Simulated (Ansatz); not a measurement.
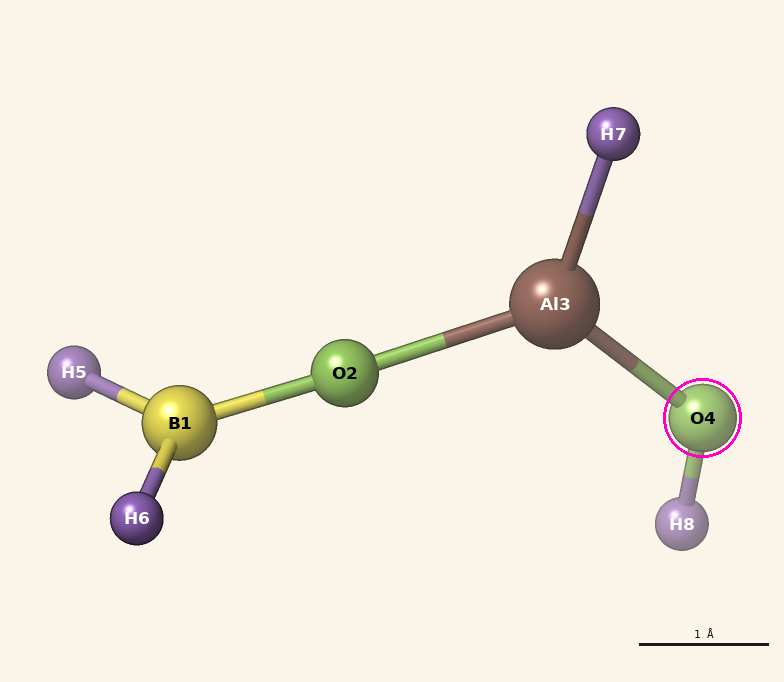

Orthographic view. Atoms fade into the background with distance from the viewer. The computed structure is the end point of a PBE-D4/def2-SVP optimisation. No frequency run is at hand to confirm it as a minimum.

Name the neighbours of the circled atom.

Answer. The circled atom is O4; it is bonded to Al3, H8.

Which atom is farthest from the viewer?

Answer. H8, 1.3 Å behind the mean position.

What is the shortest path along bonds from the circled atom to H6?

Answer. O4–Al3–O2–B1–H6, 4 bonds; through space the two are 4.91 Å apart.

Of B1 and H5, which is nearer the viewer?

Answer. B1; the bond to H5 points away from the viewer, so it looks shorter than its 1.23 Å.
